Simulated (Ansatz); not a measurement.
**CH4GeO: two torsions**

Program: Ansatz 0.2.0. Level of theory: RKS PBE0-D4/def2-TZVP. These are calculated values, not measurements.

## Step 1: Where the work starts

SMILES `[CH3][Ge][OH]`, 7 atoms, charge 0, spin multiplicity 1.

Atoms are counted from 1 here; the program's logs count them from 0.

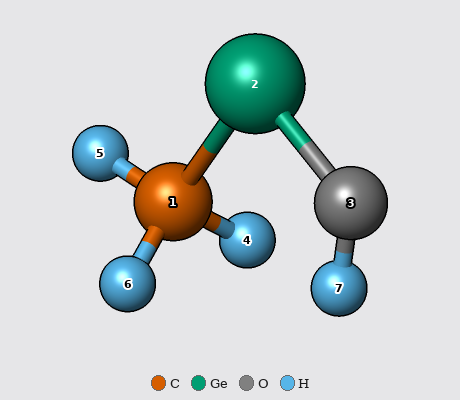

As it starts; carbon orange, germanium teal, oxygen grey, hydrogen blue; atoms are numbered from 1 in the order of the file.

Geometry (Å):

```xyz
7
charge 0, multiplicity 1
C    -0.6870    0.4205   -0.3071
Ge    1.3122    0.3968   -0.6471
O     1.7270   -0.8907    0.5668
H    -1.1240   -0.5593   -0.6045
H    -1.2087    1.2145   -0.8796
H    -0.9011    0.5688    0.7745
H     0.9429   -1.2187    1.0513
```

This geometry comes from a loose relaxation at PBE in a small basis, which is not shown.

## Step 3: The grid

- dihedral C1–Ge2–O3–H7: 12 values from −180 to 150 °, periodic
- dihedral H4–C1–Ge2–O3: 11 values from −149 to 31 °

Nothing else is relaxed (all other coordinates rigid). Energies count from the relaxed molecule at the same level. Points are written as (first, second).

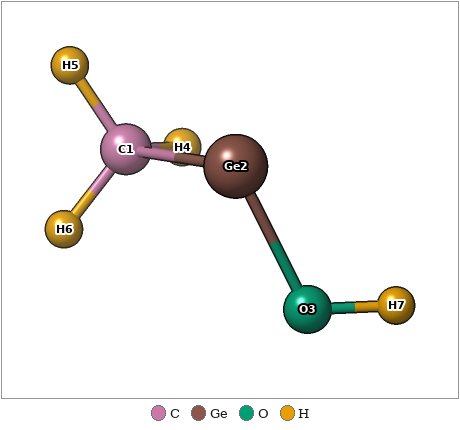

The geometry at (120°, −59°).

(The set-up runs are not shown.)

## Step 4: Point (120°, −59°)

Contents of input.yaml:

```yaml
crystal:
  periodic: [false, false, false]
  atoms:
    - { symbol: C, position_ang: [-0.686477, 0.424372, -0.301766] }
    - { symbol: Ge, position_ang: [1.294481, 0.428709, -0.596544] }
    - { symbol: O, position_ang: [1.703561, -0.890007, 0.544906] }
    - { symbol: H, position_ang: [-1.096494, -0.562343, -0.54486] }
    - { symbol: H, position_ang: [-1.198983, 1.1713, -0.910967] }
    - { symbol: H, position_ang: [-0.905885, 0.626745, 0.752623] }
    - { symbol: H, position_ang: [2.136553, -1.649674, 0.143789] }
basis:
  gaussian: { orbitals: def2-TZVP }
hamiltonian:
  xc: pbe0
  dispersion: d4
output:
  forces: true
```

The run is started by

```console
> ansatz run input.yaml --threads 1 --pin off --max-ram 2560MiB --backend cpu --events-out ev --progress --plain --runs-dir out
```

What time and memory should one allow on 1 thread of Arm Neoverse V1, shared host?

About 4.9 s, with a peak of 0.24 GiB.
